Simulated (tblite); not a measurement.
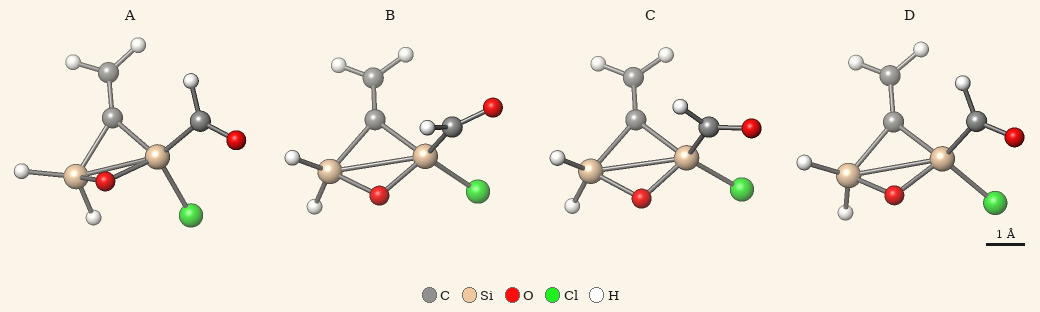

4 geometries from one relaxation of C3H5ClO2Si2, in shuffled order. Style: ball-and-stick. Shown at a tilt.

Level of theory: GFN2-xTB geometry optimisation, gas phase (tblite 0.8.0). 

**Put them in the order of the run, from the start to the converged end.**

A, D, C, B. They are steps 0, 29, 60, 117, at +28.6 kcal/mol, +3.45 kcal/mol, +0.80 kcal/mol relative to the last. After 117 geometry steps the energy has fallen by 28.6 kcal/mol. The largest move after the best rigid fit is that of an H atom, 1.76 Å. By element the largest moves are H 1.76 Å, Cl 0.97 Å, O 0.89 Å, C 0.44 Å, Si 0.28 Å. Among the contacts that change: Si–Si 2.346 → 2.599 Å, Cl–Si 2.095 → 1.993 Å, C–Si 1.839 → 1.916 Å, O–Si 1.722 → 1.660 Å. Bond angles that change, for instance: Si–Si–H 151.2° → 121.9°, Si–Si–Cl 93.6° → 122.3°, Si–Si–C 151.1° → 123.6°. Groups turn about C–Si by about 65°, O–Si by about 35°, O–Si by about 35°.
